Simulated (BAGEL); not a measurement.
# One shape, several levels: triplet C2H3FSSi

We compute a comparison of 4 runs (UHF/STO-3G, UHF/3-21G, ROHF/cc-pVDZ, UHF/cc-pVDZ) of triplet C2H3FSSi. 

The calculation is run with BAGEL 1.2.2.

2 further runs of the same task are left out: 1 that didn't finish, 1 set aside as unsound or not needed. Runs told in other sessions of the task aren't counted.

### 1 The molecule

C2H3FSSi: 8 atoms, total charge 0, spin state triplet. SMILES of the parent species: `F[SiH2]C=C=S`. Geometry: relaxed at GFN2-xTB. This is one conformer, not always the lowest. That shape belongs to the parent species and isn't relaxed for this state.

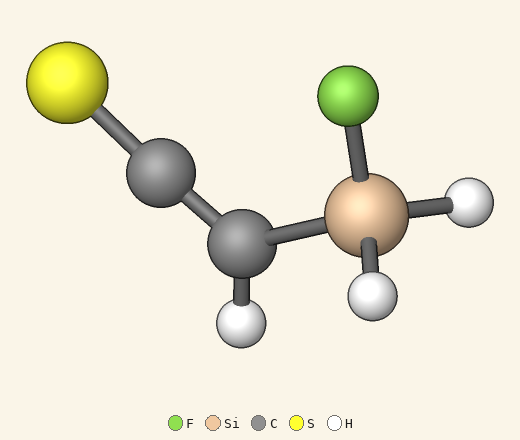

Viewed from a chosen angle; fluorine green, silicon light orange, carbon grey, sulfur yellow, hydrogen white.

### 2 A single-point energy at UHF/STO-3G (density fitting with qzvpp-jkfit) (run 1)

input.json reads:

```json
{ "bagel": [

{
  "title": "molecule",
  "basis": "sto-3g",
  "df_basis": "qzvpp-jkfit",
  "angstrom": true,
  "geometry": [
    { "atom": "F", "xyz": [      -1.253920,      -0.326960,       1.463900 ] },
    { "atom": "Si", "xyz": [       0.267060,       0.041160,       1.106290 ] },
    { "atom": "C", "xyz": [       0.429860,       0.092500,      -0.766640 ] },
    { "atom": "C", "xyz": [      -0.572580,      -0.090000,      -1.563850 ] },
    { "atom": "S", "xyz": [      -1.833740,      -0.323980,      -2.443310 ] },
    { "atom": "H", "xyz": [       0.486020,       1.354760,       1.693630 ] },
    { "atom": "H", "xyz": [       1.064030,      -1.038480,       1.669340 ] },
    { "atom": "H", "xyz": [       1.413270,       0.291000,      -1.159350 ] }
  ]
},

{ "title": "uhf", "nopen": 2 },

{ "title": "print", "file": "orbitals.molden", "orbitals": true }

]}
```

On the command line:

```sh
BAGEL_NUM_THREADS=1 BAGEL input.json > input.out
```

What it wrote:

```text
* using 1 threads per process

  ===============================================================
  ===============================================================

  *** Geometry ***

  { "atom" : "F", "xyz" : [     -2.369565,     -0.617865,      2.766370 ] },
  { "atom" : "Si", "xyz" : [      0.504670,      0.077781,      2.090585 ] },
  { "atom" : "C", "xyz" : [      0.812318,      0.174800,     -1.448740 ] },
  { "atom" : "C", "xyz" : [     -1.082019,     -0.170075,     -2.955248 ] },
  { "atom" : "S", "xyz" : [     -3.465266,     -0.612233,     -4.617187 ] },
  { "atom" : "H", "xyz" : [      0.918445,      2.560125,      3.200497 ] },
  { "atom" : "H", "xyz" : [      2.010725,     -1.962443,      3.154595 ] },
  { "atom" : "H", "xyz" : [      2.670693,      0.549910,     -2.190854 ] },

  Number of auxiliary basis functions:      537

  Since a DF basis is specified, we compute 2- and 3-index integrals:
    o Being stored without compression. Storage requirement is 0.006 GB

  Number of basis functions:       36
  Number of electrons      :       54

    * METHOD: MOLECULE                             0.46

  *** Open-shell HF ***

  === Nuclear Repulsion ===
   246.5067120186

      * DIIS with orbital gradients will be used.

  === UHF iteration (sto-3g) ===
      0       -853.13669298          0.02440355           0.15
      1       -853.23039976          0.00995713           0.15
      2       -853.24932882          0.00510026           0.14
      3       -853.25543960          0.00154037           0.14
      4       -853.25932049          0.00092881           0.14
      5       -853.26079309          0.00045374           0.14
      6       -853.26111343          0.00009201           0.14
      7       -853.26111649          0.00002059           0.14
      8       -853.26111702          0.00000797           0.16
      9       -853.26111713          0.00000359           0.18
     10       -853.26111715          0.00000165           0.16
     11       -853.26111715          0.00000084           0.15
     12       -853.26111715          0.00000063           0.14
     13       -853.26111716          0.00000041           0.18
     14       -853.26111716          0.00000028           0.18
     15       -853.26111716          0.00000018           0.18
     16       -853.26111716          0.00000013           0.20
     17       -853.26111716          0.00000005           0.19
     18       -853.26111716          0.00000002           0.18
     19       -853.26111716          0.00000001           0.18
     20       -853.26111716          0.00000001           0.18
    * SCF iteration converged.

    * S^2 (UHF) is 2.1435

    * Permanent dipole moment:
           (   -0.515700,    -0.124661,     0.021303) a.u.

    * METHOD: UHF                                  3.68

    * METHOD: PRINT                                0.01

  ===============================================================
```

Run time: 4.8 s. Hardware: 1 thread of AMD EPYC, shared host; peak memory 0.079 GiB.

### 3 A single-point energy at UHF/3-21G (density fitting with qzvpp-jkfit) (run 2)

job.json reads:

```json
{ "bagel" : [

{
  "title" : "molecule",
  "basis" : "3-21g",
  "df_basis" : "qzvpp-jkfit",
  "angstrom" : "true",
  "geometry" : [
    { "atom" : "F", "xyz" : [      -1.253920,      -0.326960,       1.463900 ] },
    { "atom" : "Si", "xyz" : [       0.267060,       0.041160,       1.106290 ] },
    { "atom" : "C", "xyz" : [       0.429860,       0.092500,      -0.766640 ] },
    { "atom" : "C", "xyz" : [      -0.572580,      -0.090000,      -1.563850 ] },
    { "atom" : "S", "xyz" : [      -1.833740,      -0.323980,      -2.443310 ] },
    { "atom" : "H", "xyz" : [       0.486020,       1.354760,       1.693630 ] },
    { "atom" : "H", "xyz" : [       1.064030,      -1.038480,       1.669340 ] },
    { "atom" : "H", "xyz" : [       1.413270,       0.291000,      -1.159350 ] }
  ]
},

{ "title" : "uhf", "nopen" : 2 },

{ "title" : "print", "file" : "orbitals.molden", "orbitals" : "true" }

]}
```

On the command line:

```sh
BAGEL_NUM_THREADS=1 BAGEL job.json > job.out
```

What it wrote:

```text
* using 1 threads per process

  ===============================================================
  ===============================================================

  *** Geometry ***

  { "atom" : "F", "xyz" : [     -2.369565,     -0.617865,      2.766370 ] },
  { "atom" : "Si", "xyz" : [      0.504670,      0.077781,      2.090585 ] },
  { "atom" : "C", "xyz" : [      0.812318,      0.174800,     -1.448740 ] },
  { "atom" : "C", "xyz" : [     -1.082019,     -0.170075,     -2.955248 ] },
  { "atom" : "S", "xyz" : [     -3.465266,     -0.612233,     -4.617187 ] },
  { "atom" : "H", "xyz" : [      0.918445,      2.560125,      3.200497 ] },
  { "atom" : "H", "xyz" : [      2.010725,     -1.962443,      3.154595 ] },
  { "atom" : "H", "xyz" : [      2.670693,      0.549910,     -2.190854 ] },

  Number of auxiliary basis functions:      537

  Since a DF basis is specified, we compute 2- and 3-index integrals:
    o Being stored without compression. Storage requirement is 0.015 GB

  Number of basis functions:       59
  Number of electrons      :       54

    * METHOD: MOLECULE                             0.48

  *** Open-shell HF ***

  === Nuclear Repulsion ===
   246.5067120186

      * DIIS with orbital gradients will be used.

  === UHF iteration (3-21g) ===
      0       -858.70965312          0.03620817           0.27
      1       -858.81794291          0.01995207           0.25
      2       -858.84198165          0.01140588           0.24
      3       -858.85131521          0.00113019           0.22
      4       -858.85299918          0.00053847           0.24
      5       -858.85352914          0.00040733           0.22
      6       -858.85386882          0.00018426           0.22
      7       -858.85391103          0.00007334           0.23
      8       -858.85391685          0.00003575           0.23
      9       -858.85391867          0.00002006           0.23
     10       -858.85391933          0.00001324           0.22
     11       -858.85391995          0.00000550           0.23
     12       -858.85392000          0.00000241           0.22
     13       -858.85392001          0.00000167           0.23
     14       -858.85392002          0.00000084           0.23
     15       -858.85392002          0.00000042           0.23
     16       -858.85392002          0.00000023           0.22
     17       -858.85392002          0.00000016           0.22
     18       -858.85392002          0.00000009           0.23
     19       -858.85392002          0.00000006           0.23
     20       -858.85392002          0.00000005           0.23
     21       -858.85392002          0.00000003           0.23
     22       -858.85392002          0.00000001           0.24
     23       -858.85392002          0.00000001           0.23
    * SCF iteration converged.

    * S^2 (UHF) is 2.1022

    * Permanent dipole moment:
           (   -1.207238,    -0.270786,    -0.112242) a.u.

    * METHOD: UHF                                  5.88

    * METHOD: PRINT                                0.02

  ===============================================================
```

Run time: 6.9 s. Hardware: 1 thread of AMD EPYC, shared host; peak memory 0.1 GiB.

### 4 The energy at ROHF/cc-pVDZ (density fitting with qzvpp-jkfit) (run 3)

Edit job.json of step 3 so:

```diff
@@ -4,5 +4,5 @@
   "title" : "molecule",
-  "basis" : "3-21g",
+  "basis" : "cc-pvdz.json",
   "df_basis" : "qzvpp-jkfit",
-  "angstrom" : "true",
+  "angstrom" : true,
   "geometry" : [
@@ -19,5 +19,12 @@
 
-{ "title" : "uhf", "nopen" : 2 },
+{
+  "title" : "rohf",
+  "nopen" : 2
+},
 
-{ "title" : "print", "file" : "orbitals.molden", "orbitals" : "true" }
+{
+  "title" : "print",
+  "file" : "orbitals.molden",
+  "orbitals" : true
+}
```

The basis set cc-pVDZ is read from a file made from the Basis Set Exchange's data (not shown).

On the command line:

```sh
BAGEL_NUM_THREADS=1 BAGEL job.json > job.out
```

What it wrote:

```text
* using 1 threads per process

  ===============================================================
  ===============================================================

  *** Geometry ***

  { "atom" : "F", "xyz" : [     -2.369565,     -0.617865,      2.766370 ] },
  { "atom" : "Si", "xyz" : [      0.504670,      0.077781,      2.090585 ] },
  { "atom" : "C", "xyz" : [      0.812318,      0.174800,     -1.448740 ] },
  { "atom" : "C", "xyz" : [     -1.082019,     -0.170075,     -2.955248 ] },
  { "atom" : "S", "xyz" : [     -3.465266,     -0.612233,     -4.617187 ] },
  { "atom" : "H", "xyz" : [      0.918445,      2.560125,      3.200497 ] },
  { "atom" : "H", "xyz" : [      2.010725,     -1.962443,      3.154595 ] },
  { "atom" : "H", "xyz" : [      2.670693,      0.549910,     -2.190854 ] },

  Number of auxiliary basis functions:      537

  Since a DF basis is specified, we compute 2- and 3-index integrals:
    o Being stored without compression. Storage requirement is 0.037 GB

  Number of basis functions:       93
  Number of electrons      :       54

    * METHOD: MOLECULE                             0.67

  *** Open-shell HF ***

  === Nuclear Repulsion ===
   246.5067120186

      * DIIS with orbital gradients will be used.

  === ROHF iteration (cc-pvdz.json) ===
      0       -863.11325951          0.02510627           0.44
      1       -863.24489319          0.01624091           0.43
      2       -863.28544089          0.01066158           0.45
      3       -863.31441737          0.00145740           0.40
      4       -863.31535089          0.00082561           0.40
      5       -863.31569485          0.00025091           0.40
      6       -863.31581490          0.00014324           0.42
      7       -863.31588760          0.00010932           0.39
      8       -863.31591360          0.00009002           0.39
      9       -863.31594384          0.00008610           0.39
     10       -863.31596233          0.00008714           0.40
     11       -863.31596198          0.00008904           0.39
     12       -863.31599426          0.00007834           0.40
     13       -863.31603655          0.00008022           0.40
     14       -863.31578577          0.00011071           0.41
     15       -863.31593917          0.00007196           0.39
[... 47 lines of this table left out ...]
     63       -863.31628403          0.00000007           0.40
     64       -863.31628403          0.00000005           0.41
     65       -863.31628402          0.00000004           0.40
     66       -863.31628403          0.00000003           0.39
     67       -863.31628403          0.00000002           0.39
     68       -863.31628403          0.00000002           0.40
     69       -863.31628402          0.00000001           0.40
     70       -863.31628402          0.00000001           0.39
    * SCF iteration converged.

    * S^2 (ROHF) is 2.0000

    * Permanent dipole moment:
           (   -1.049700,    -0.235679,    -0.062173) a.u.

    * METHOD: ROHF                                29.17

    * METHOD: PRINT                                0.05

  ===============================================================
```

Run time: 30 s. Hardware: 1 thread of AMD EPYC, shared host; peak memory 0.15 GiB.

### 5 A single-point energy at UHF/cc-pVDZ (density fitting with qzvpp-jkfit) (run 4)

calc.json reads:

```json
{ "bagel" : [

{
  "title" : "molecule",
  "basis" : "cc-pvdz.json",
  "df_basis" : "qzvpp-jkfit",
  "angstrom" : true,
  "geometry" : [
    { "atom" : "F", "xyz" : [   -1.253920,   -0.326960,    1.463900 ] },
    { "atom" : "Si", "xyz" : [    0.267060,    0.041160,    1.106290 ] },
    { "atom" : "C", "xyz" : [    0.429860,    0.092500,   -0.766640 ] },
    { "atom" : "C", "xyz" : [   -0.572580,   -0.090000,   -1.563850 ] },
    { "atom" : "S", "xyz" : [   -1.833740,   -0.323980,   -2.443310 ] },
    { "atom" : "H", "xyz" : [    0.486020,    1.354760,    1.693630 ] },
    { "atom" : "H", "xyz" : [    1.064030,   -1.038480,    1.669340 ] },
    { "atom" : "H", "xyz" : [    1.413270,    0.291000,   -1.159350 ] }
  ]
},
{ "title" : "uhf", "charge" : 0, "nopen" : 2 },
{ "title" : "print", "file" : "orbitals.molden", "orbitals" : true }

]}
```

The basis set cc-pVDZ is read from a file made from the Basis Set Exchange's data (not shown).

On the command line:

```sh
BAGEL_NUM_THREADS=1 BAGEL calc.json > calc.out
```

What it wrote:

```text
* using 1 threads per process

  ===============================================================
  ===============================================================

  *** Geometry ***

  { "atom" : "F", "xyz" : [     -2.369565,     -0.617865,      2.766370 ] },
  { "atom" : "Si", "xyz" : [      0.504670,      0.077781,      2.090585 ] },
  { "atom" : "C", "xyz" : [      0.812318,      0.174800,     -1.448740 ] },
  { "atom" : "C", "xyz" : [     -1.082019,     -0.170075,     -2.955248 ] },
  { "atom" : "S", "xyz" : [     -3.465266,     -0.612233,     -4.617187 ] },
  { "atom" : "H", "xyz" : [      0.918445,      2.560125,      3.200497 ] },
  { "atom" : "H", "xyz" : [      2.010725,     -1.962443,      3.154595 ] },
  { "atom" : "H", "xyz" : [      2.670693,      0.549910,     -2.190854 ] },

  Number of auxiliary basis functions:      537

  Since a DF basis is specified, we compute 2- and 3-index integrals:
    o Being stored without compression. Storage requirement is 0.037 GB

  Number of basis functions:       93
  Number of electrons      :       54

    * METHOD: MOLECULE                             0.70

  *** Open-shell HF ***

  === Nuclear Repulsion ===
   246.5067120186

      * DIIS with orbital gradients will be used.

  === UHF iteration (cc-pvdz.json) ===
      0       -863.11325951          0.02510627           0.44
      1       -863.26157636          0.01569218           0.41
      2       -863.30701585          0.00956461           0.54
      3       -863.33181210          0.00108352           0.43
      4       -863.33400236          0.00052178           0.43
      5       -863.33448021          0.00022379           0.47
      6       -863.33481731          0.00013324           0.41
      7       -863.33491166          0.00008344           0.40
      8       -863.33494047          0.00004933           0.39
      9       -863.33494491          0.00001729           0.40
     10       -863.33494555          0.00001037           0.40
     11       -863.33494598          0.00000646           0.41
     12       -863.33494612          0.00000362           0.42
     13       -863.33494615          0.00000212           0.43
     14       -863.33494616          0.00000141           0.39
     15       -863.33494617          0.00000101           0.40
     16       -863.33494617          0.00000057           0.38
     17       -863.33494617          0.00000032           0.38
     18       -863.33494617          0.00000021           0.40
     19       -863.33494617          0.00000012           0.39
     20       -863.33494617          0.00000008           0.38
     21       -863.33494617          0.00000005           0.39
     22       -863.33494617          0.00000004           0.39
     23       -863.33494617          0.00000003           0.39
     24       -863.33494617          0.00000002           0.38
     25       -863.33494617          0.00000001           0.38
    * SCF iteration converged.

    * S^2 (UHF) is 2.1228

    * Permanent dipole moment:
           (   -1.067700,    -0.238564,    -0.078489) a.u.

    * METHOD: UHF                                 11.20

    * METHOD: PRINT                                0.05

  ===============================================================
```

Run time: 13 s. Hardware: 1 thread of AMD EPYC, shared host; peak memory 0.15 GiB.

### 6 All runs side by side

```csv
run,level,energy (Eh),dipole moment (D),⟨S²⟩,wall time
1,UHF/STO-3G (density fitting with qzvpp-jkfit),-853.261117,1.35,2.143,4.8 s
2,UHF/3-21G (density fitting with qzvpp-jkfit),-858.853920,3.16,2.102,6.9 s
3,ROHF/cc-pVDZ (density fitting with qzvpp-jkfit),-863.316284,2.74,2.000,30 s
4,UHF/cc-pVDZ (density fitting with qzvpp-jkfit),-863.334946,2.79,2.123,13 s
```

### 7 Summary of results

```
            quantity          value
 run 4: total energy  -863.33495 Eh
run 4: dipole moment         2.79 D
         run 4: ⟨S²⟩          2.123
```

In words: The dipole moment (its size) runs from 1.35 D (UHF/STO-3G) to 3.16 D (UHF/3-21G). In run 1 the basis is minimal, so the values are rough. Spin contamination of the reference: run 1 ⟨S²⟩ = 2.14, run 4 ⟨S²⟩ = 2.12, run 2 ⟨S²⟩ = 2.10. All runs together took 55 s, the longest 30 s.
